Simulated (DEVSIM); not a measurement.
System: abrupt Ge n-p junction, at 300 K.

```tsv
layer (left to right)	material	thickness (μm)	Nd (cm⁻³)	Na (cm⁻³)	τn (s)	τp (s)
1	Ge	3.30	7e16	-	1.4e-6	1.4e-6
2	Ge	60.0	-	3e15	1.4e-6	1.4e-6
```

Left contact: ohmic. Right contact: ohmic. Voltage is applied to the left contact. Recombination: SRH at mid-gap, Auger. Mobility is constant in doping.

The device is made up for the run: typed textbook-type constants, with dimensions and the other settings drawn at random. Values at 300 K.

| parameter | Ge |
|---|---|
| gap (eV) | 0.664 |
| affinity (eV) | 4 |
| permittivity | 16 |
| Nc (cm⁻³) | 1.04e19 |
| Nv (cm⁻³) | 6e18 |
| μn (cm²/Vs) | 3900 |
| μp (cm²/Vs) | 1900 |
| Cn (cm⁶/s) | 1e-31 |
| Cp (cm⁶/s) | 1e-31 |

Simulated with DEVSIM: 1D drift-diffusion, Boltzmann statistics, complete ionisation; no tunnelling, impact ionisation, image-force lowering or self-heating.

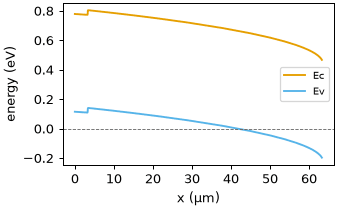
*Band edges at -0.65 V on the left contact*

Energies count from the Fermi level of the right contact; mesh points crowd at the junctions.

```csv
x (μm),Ec (eV),Ev (eV),n (cm⁻³),p (cm⁻³),field (V/cm)
0.000,0.779,0.115,7.0e16,6.2e9,-19
0.03961,0.779,0.115,7.0e16,1.0e14,-19
0.1505,0.779,0.115,7.0e16,3.8e14,-19
0.4346,0.778,0.114,7.1e16,1.1e15,-19
1.650,0.776,0.112,7.4e16,4.0e15,-18
2.687,0.774,0.110,7.6e16,6.3e15,-17
3.091,0.774,0.110,7.7e16,7.1e15,-16
3.260,0.775,0.111,7.4e16,7.9e15,790
3.300,0.788,0.124,4.5e16,1.3e16,8100
3.340,0.802,0.138,2.5e16,2.3e16,1200
3.453,0.805,0.141,2.3e16,2.6e16,-21
3.930,0.803,0.139,2.3e16,2.6e16,-28
5.088,0.800,0.136,2.2e16,2.5e16,-29
8.100,0.791,0.127,2.2e16,2.5e16,-30
21.81,0.747,0.083,1.8e16,2.1e16,-35
44.92,0.648,-0.015,1.1e16,1.4e16,-54
56.69,0.568,-0.096,6.1e15,9.1e15,-91
60.83,0.522,-0.142,3.2e15,6.2e15,-150
62.67,0.488,-0.176,1.2e15,4.2e15,-260
63.08,0.476,-0.188,5.1e14,3.5e15,-350
63.23,0.470,-0.194,1.7e14,3.1e15,-400
63.30,0.468,-0.197,1.5e11,3.0e15,-410
```
